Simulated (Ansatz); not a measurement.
# CH3F (fluoromethane): levels of theory compared

We compute a comparison of 6 runs (HF/3-21G, B3LYP/6-31G*, B2PLYP/def2-TZVPP, BLYP/def2-TZVPP, revPBE/def2-TZVPP, MP2/def2-TZVPP) of CH3F (fluoromethane). 

The calculation is run with Ansatz 0.2.0.

45 further runs of the same task are left out: 45 set aside as unsound or not needed.

### Step 1. The molecule

CH3F: 5 atoms, total charge 0, spin state singlet. As SMILES, `CF`. The C1–H4 distance was set to 1.420 Å, away from the relaxed value.

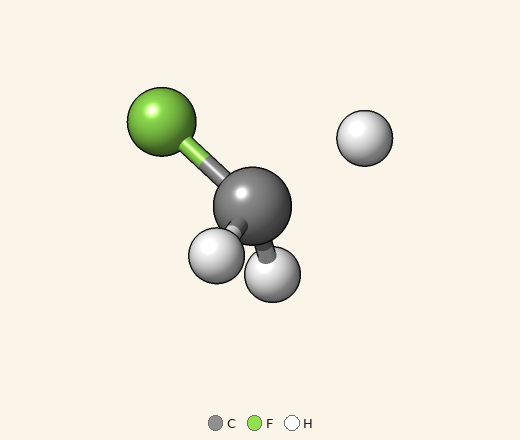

Viewed from a chosen angle; carbon grey, fluorine green, hydrogen white.

### Step 2. The energy at HF/3-21G (run 1)

input.yaml

```yaml
crystal:
  periodic: [false, false, false]
  atoms:
    - {symbol: C, position_ang: [-0.034471, -0.196017, 0.241726]}
    - {symbol: F, position_ang: [1.110329, -0.939417, 0.065326]}
    - {symbol: H, position_ang: [-0.902471, -0.855817, 0.175926]}
    - {symbol: H, position_ang: [-0.104800, 0.796000, -0.772000]}
    - {symbol: H, position_ang: [-0.003571, 0.279583, 1.224626]}
basis:
  gaussian:
    orbitals: 3-21G.json
hamiltonian:
  xc: hf
accuracy: high
output: {orbitals: {seedname: orbitals}}
```

The basis set 3-21G is read from a file made from the Basis Set Exchange's data (not shown).

The run is started by

```console
$ ansatz run input.yaml --threads 1 --pin off --max-ram 3480MiB --events-out events.jsonl --progress --plain --runs-dir runs
```

Output:

```text
Warning: RAYON_NUM_THREADS=1 ignored (pool sized by the plan → 1); use --threads N
Functional definition: HF
  name "HF"
  exchange = exact_x
  correlation = 0
477 factors; integrals over basis functions are off by at most 4.3e-9 eV
mean field evaluation 1: about -3760.8865 eV, gradient 1.9e1 eV
mean field evaluation 2: about -3760.8800 eV, gradient 1.9e1 eV
mean field evaluation 4: about -3761.6522 eV, gradient 1.5e0 eV
mean field evaluation 8: about -3761.6621 eV, gradient 7.7e-2 eV
mean field -3761.66216289 eV, -138.2385347401 hartree, gradient 9.6e-8 eV, S^2 0.000000; 0 other end points of the search recorded, 0 dependent functions left out
reference -3761.66216289 eV, -138.2385347401 hartree; 9, 9 occupied and 15, 15 virtual orbitals, 477 factors
Total energy: -3761.66216289 eV, -138.2385347401 hartree
```

Wall time 0.1 s (1 thread of Arm Neoverse V1, shared host).

### Step 3. A single-point energy at B3LYP/6-31G(d) (Cartesian functions) (run 2)

Edit input.yaml of step 2 so:

```diff
@@ -10,5 +10,5 @@
   gaussian:
-    orbitals: 3-21G.json
+    orbitals: "6-31G*"
 hamiltonian:
-  xc: hf
+  xc: {name: B3LYP}
 accuracy: high
```

The run is started by

```console
$ ansatz run input.yaml --threads 1 --pin off --max-ram 3480MiB --events-out events.jsonl --progress --plain --runs-dir runs
```

Output:

```text
Warning: RAYON_NUM_THREADS=1 ignored (pool sized by the plan → 1); use --threads N
Functional definition: B3LYP
  name "B3LYP"
  parameter a0 = 0.2
  parameter ax = 0.72
  parameter ac = 0.81
  exchange = (1 - a0 - ax)*slater_x + ax*b88_x + a0*exact_x
  correlation = (1 - ac)*vwn_rpa_c + ac*lyp_c
755 factors; integrals over basis functions are off by at most 3.5e-9 eV
mean field evaluation 1: about -3800.0471 eV, gradient 2.6e1 eV
mean field evaluation 2: about -3799.5363 eV, gradient 3.1e1 eV
mean field evaluation 4: about -3801.3879 eV, gradient 1.3e0 eV
mean field evaluation 8: about -3801.3843 eV, gradient 1.6e-3 eV
mean field evaluation 16: about -3801.3843 eV, gradient 3.6e-8 eV
mean field -3801.38427653 eV, -139.6982954917 hartree, gradient 3.6e-8 eV, S^2 0.000000; 0 other end points of the search recorded, 0 dependent functions left out
reference -3801.38430032 eV, -139.6982963660 hartree; 9, 9 occupied and 27, 27 virtual orbitals, 755 factors
Total energy: -3801.38430032 eV, -139.6982963660 hartree
```

Wall time 1.2 s (1 thread of Arm Neoverse V1, shared host); peak memory 0.095 GiB.

### Step 4. The energy at B2PLYP/def2-TZVPP (run 3)

job.yaml

```yaml
crystal:
  periodic: [false, false, false]
  atoms:
    - {symbol: C, position_ang: [-0.034471, -0.196017, 0.241726]}
    - {symbol: F, position_ang: [1.110329, -0.939417, 0.065326]}
    - {symbol: H, position_ang: [-0.902471, -0.855817, 0.175926]}
    - {symbol: H, position_ang: [-0.104800, 0.796000, -0.772000]}
    - {symbol: H, position_ang: [-0.003571, 0.279583, 1.224626]}
basis:
  gaussian:
    orbitals: def2-TZVPP
output:
  orbitals: {seedname: orbitals}
correlation:
  frozen_orbitals: {C: 1, F: 1, H: 0}
hamiltonian:
  xc: {name: B2PLYP}
accuracy: high
```

The run is started by

```console
$ ansatz run job.yaml --threads 1 --pin off --max-ram 3480MiB --events-out events.jsonl --progress --plain --runs-dir runs
```

Output, cut to the lines that bear on the results:

```text
Warning: RAYON_NUM_THREADS=1 ignored (pool sized by the plan → 1); use --threads N
Functional definition: B2PLYP
  name "B2PLYP"
[...]
1779 factors; integrals over basis functions are off by at most 3.5e-9 eV
[...]
mean field -3796.82567441 eV, -139.5307699537 hartree, gradient 3.0e-8 eV, S^2 0.000000; 0 other end points of the search recorded, 0 dependent functions left out
2 core orbitals not correlated: weight in the atoms' cores, before any rotation towards them, 1.000 or more for the frozen orbitals, at most 0.000 for the correlated occupied ones
reference -3796.82569423 eV, -139.5307706820 hartree; 7, 7 occupied and 95, 95 virtual orbitals, 1779 factors
second order -14.17387863 eV of doubles, -0.00000000 eV of singles
Total energy: -3800.65264146 eV, -139.6714083987 hartree
```

It took 5.4 s on 1 thread of Arm Neoverse V1, shared host; peak memory 0.23 GiB.

Runs 4 to 5 aren't shown in full; the table further down has their settings and results.

### Step 5. A single-point energy at MP2/def2-TZVPP (run 6)

input.yaml

```yaml
crystal:
  periodic: [false, false, false]
  atoms:
    - symbol: C
      position_ang: [-0.034471, -0.196017, 0.241726]
    - symbol: F
      position_ang: [1.110329, -0.939417, 0.065326]
    - symbol: H
      position_ang: [-0.902471, -0.855817, 0.175926]
    - symbol: H
      position_ang: [-0.104800, 0.796000, -0.772000]
    - symbol: H
      position_ang: [-0.003571, 0.279583, 1.224626]
basis:
  gaussian: {orbitals: def2-TZVPP}
correlation: {method: mp2, frozen_orbitals: {C: 1, F: 1, H: 0}}
accuracy: high
```

The run is started by

```console
$ ansatz run input.yaml --threads 1 --pin off --max-ram 3480MiB --events-out events.jsonl --progress --plain --runs-dir runs
```

Output:

```text
Warning: RAYON_NUM_THREADS=1 ignored (pool sized by the plan → 1); use --threads N
[... 4 set-up lines as earlier in the session ...]
1779 factors; integrals over basis functions are off by at most 3.5e-9 eV
mean field evaluation 1: about -3783.0181 eV, gradient 2.1e1 eV
mean field evaluation 2: about -3783.0196 eV, gradient 2.1e1 eV
mean field evaluation 4: about -3783.9621 eV, gradient 2.4e0 eV
mean field evaluation 8: about -3783.9783 eV, gradient 5.4e-5 eV
mean field -3783.97827895 eV, -139.0586368786 hartree, gradient 2.5e-8 eV, S^2 0.000000; 0 other end points of the search recorded, 0 dependent functions left out
2 core orbitals not correlated: weight in the atoms' cores, before any rotation towards them, 1.000 or more for the frozen orbitals, at most 0.000 for the correlated occupied ones
reference -3783.97827895 eV, -139.0586368786 hartree; 7, 7 occupied and 95, 95 virtual orbitals, 1779 factors
second order -11.86648491 eV of doubles, -0.00000000 eV of singles
Total energy: -3795.84476386 eV, -139.4947221558 hartree
```

Wall time 2.4 s (1 thread of Arm Neoverse V1, shared host); peak memory 0.22 GiB.

### Step 6. All runs side by side

| run | level | Cartesian functions | frozen core orbitals | energy (Eh) | HOMO energy (eV) | LUMO energy (eV) | HOMO–LUMO gap (eV) | wall time |
| --- | --- | --- | --- | --- | --- | --- | --- | --- |
| 1 | HF/3-21G | no | – | -138.238535 | -12.69 | 5.74 | 18.44 | 0.1 s |
| 2 | B3LYP/6-31G* (Cartesian functions) | yes | – | -139.698296 | -8.63 | 1.26 | 9.89 | 1.2 s |
| 3 | B2PLYP/def2-TZVPP | no | 2 | -139.671408 | -10.70 | 1.76 | 12.46 | 5.4 s |
| 4 | BLYP/def2-TZVPP | no | – | -139.738733 | -7.61 | -0.25 | 7.36 | 3.9 s |
| 5 | revPBE/def2-TZVPP | no | – | -139.723471 | -7.62 | -0.16 | 7.46 | 3.9 s |
| 6 | MP2/def2-TZVPP | no | 2 | -139.494722 | – | – | – | 2.4 s |

### Step 7. Summary of results

| quantity | value |
| --- | --- |
| run 6: total energy | -139.49472 Eh |
| run 6: correlation energy (2 core orbitals frozen) | -436.1 mEh |

**Reading.** Over runs 1, 2, 3, 4, 5 the HOMO–LUMO gap runs from 7.36 eV (BLYP/def2-TZVPP) to 18.44 eV (HF/3-21G). The two ends differ in method and basis. Totals of different functionals can't be ranked against each other. All runs together took 17 s, the longest 5.4 s.
